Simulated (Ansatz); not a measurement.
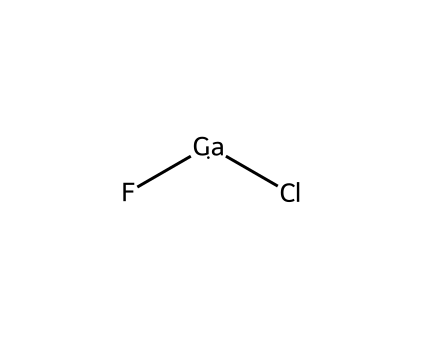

Figure made from data computed with Ansatz.

2D structure. Charge 0, doublet.

Write the SMILES.

[F][Ga][Cl]

Give the formula, hydrogens included.

GaClF.

An optimisation with PBE0-D4/def2-TZVP gave a structure of which point group?

Cs.
